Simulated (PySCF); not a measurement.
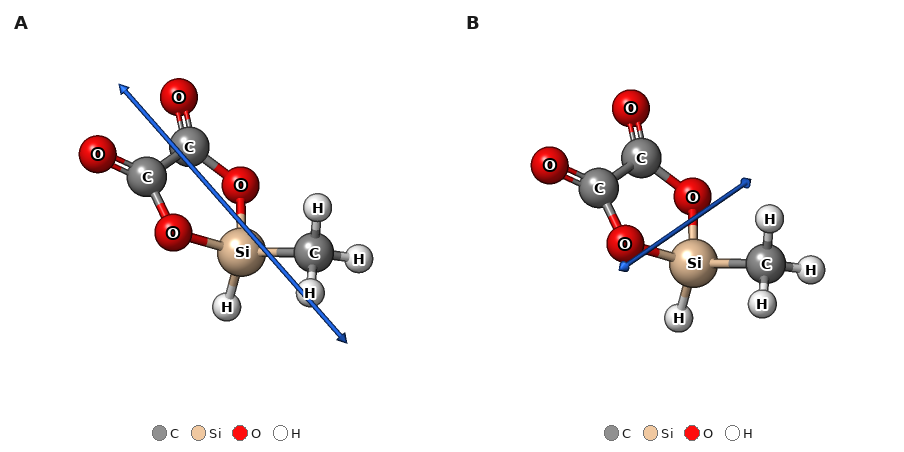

The double arrows show the directions of two transition dipoles from the ground state (lengths mean nothing). Computed geometry: GFN2-xTB optimisation. No frequency run is at hand to confirm it as a minimum. Method: TDDFT B3LYP/def2-SVPD, vertical, gas phase, core orbitals frozen in the response (PySCF 2.14.0).

> One belongs to singlet state 3 and one to singlet state 5. Which is which?

A: state 3, 6.45 eV (192 nm), oscillator strength 0.13, mainly HOMO−2 → LUMO (weight 0.96).
B: state 5, 6.89 eV (180 nm), oscillator strength 0.028, mainly HOMO−3 → LUMO (weight 0.80).

The geometry is semi-empirical. Around Si such bond lengths and angles can be off by a tenth of an ångström or more and by several degrees, and values that hang on the shape move with them.
